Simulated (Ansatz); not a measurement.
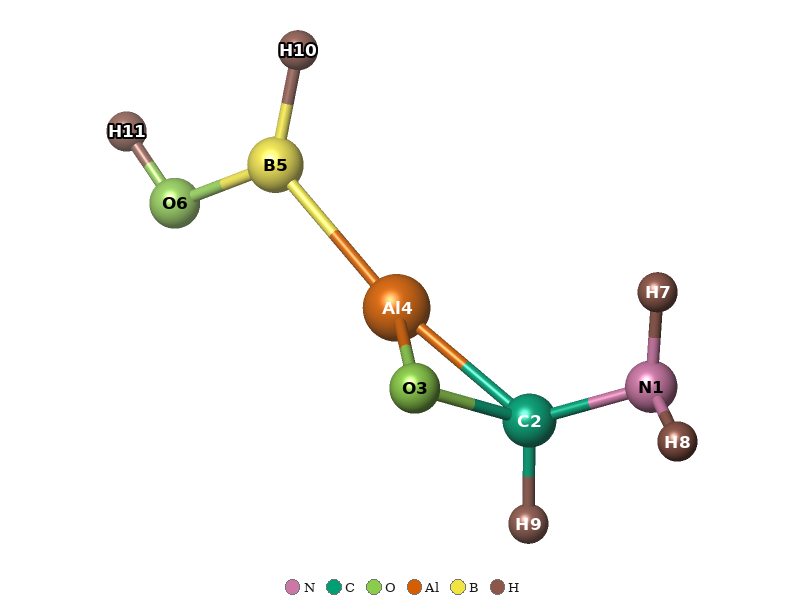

The atoms are numbered. The geometry was computed by an optimisation with PBE-D4/def2-SVP. No frequency run is at hand to confirm it as a minimum.

Give the bond lengths.

```tsv
bond	length (Å)
N1–C2	1.412
N1–H7	1.025
N1–H8	1.031
C2–O3	1.494
C2–Al4	1.954
C2–H9	1.111
O3–Al4	1.762
Al4–B5	2.136
B5–O6	1.360
B5–H10	1.228
O6–H11	0.977
```
